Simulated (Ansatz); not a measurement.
H₅NSi···H₂O

The calculation's input:

```
crystal:
  periodic: [false, false, false]
  atoms:
    - { symbol: Si, position_ang: [-0.095585, 0.206869, 0.182136] }
    - { symbol: "N", position_ang: [-0.053069, 0.083716, 1.975758] }
    - { symbol: H, position_ang: [-0.959581, 0.159005, 2.430712] }
    - { symbol: H, position_ang: [0.575852, 0.749624, 2.418154] }
    - { symbol: H, position_ang: [1.288844, 0.314853, -0.321365] }
    - { symbol: H, position_ang: [-0.819216, 1.443271, -0.263803] }
    - { symbol: H, position_ang: [-0.869716, -0.930159, -0.372518] }
    - { symbol: O, position_ang: [1.344063, -2.231897, 0.756656] }
    - { symbol: H, position_ang: [0.704116, -2.940817, 0.59786] }
    - { symbol: H, position_ang: [1.056991, -1.843766, 1.619411] }
basis:
  gaussian: { orbitals: "6-31G*" }
hamiltonian:
  xc: b3lyp
relax:
  f_tol: 0.03
  max_steps: 50
output:
  orbitals: {}
```

Run with:

```sh
ansatz run input.yaml --threads 1 --pin off --max-ram 2048MiB --backend cpu --events-out ev --progress --plain --runs-dir out
```

The fields are those of the run's last geometry, not of the input's.

Theory: Ansatz, RKS B3LYP/6-31G*.

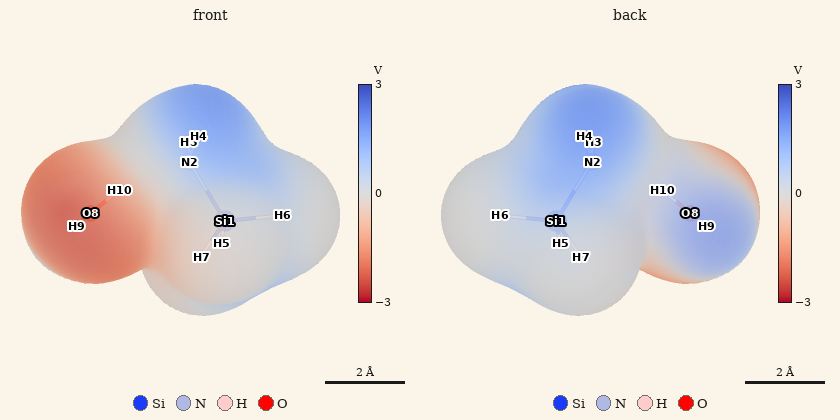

Figure 1. The molecular electrostatic potential painted on the density surface at 0.001 e/bohr³, seen from the front and from behind; red is negative and blue positive.

**Where is the surface potential most negative and most positive?**

The most negative region (about −2.1 V) lies over O8, the most positive (about +1.7 V) over H3. O8 is the likeliest acceptor of a hydrogen bond.

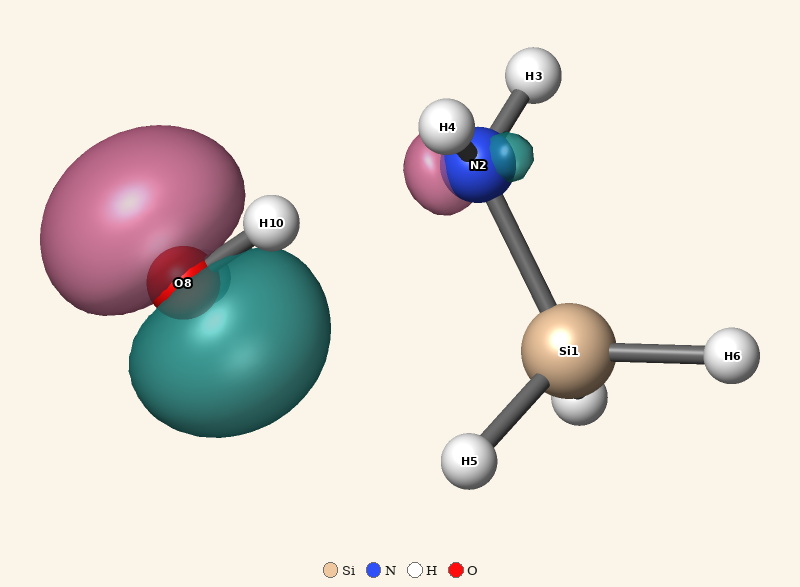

Figure 2. The HOMO at ±0.15 Å⁻³ᐟ² (teal and pink are the two phases), seen at a tilt.

**Describe this orbital and give its energy.**

Its weight (Hirshfeld) is mainly on O8 (about 85 %); largely a lone pair of O8. Its energy is −7.18 eV.

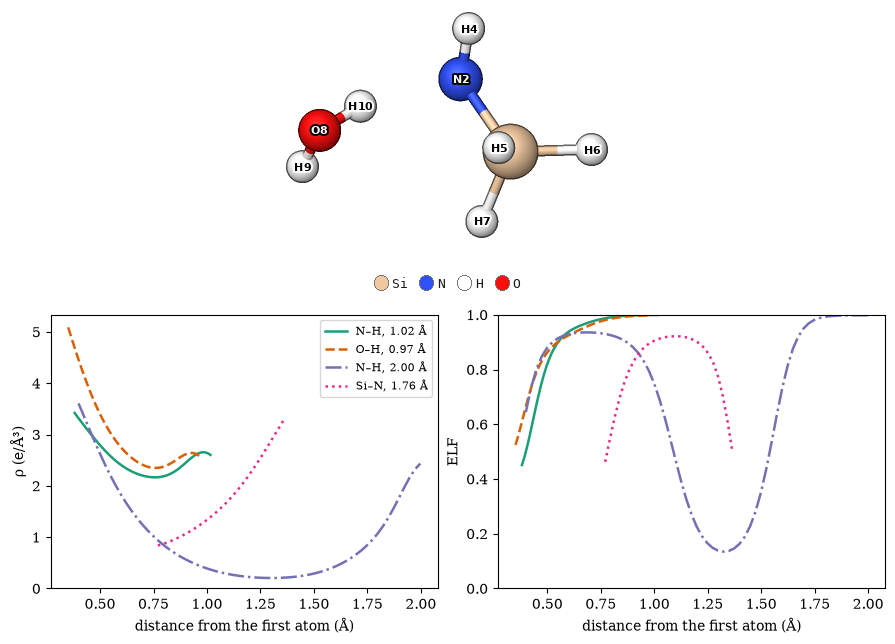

Figure 3. Total electron density and ELF along straight lines between neighbouring atoms. The curves leave out the atomic cores. The structure is drawn too.

**What kind of bonding do the profiles show?**

N–H (1.02 Å): ρ is about 2.8 e/Å³ halfway; the ELF climbs to about 1 towards the hydrogen, as it does in any bond to H (an ordinary covalent bond to hydrogen).
O–H (0.97 Å): ρ is about 3.5 e/Å³ halfway; the ELF climbs to about 1 towards the hydrogen: a covalent bond by its length.
N2···H10 (2.00 Å): the density falls to about 0.2 e/Å³ on the way; the ELF dips to about 0.15 between them; a closed-shell contact with the geometry of a hydrogen bond.
Si–N (1.76 Å): the density is about 1 e/Å³ at the midpoint; the ELF peaks at about 0.90 between the atoms, as expected for a shared but strongly polarised pair.
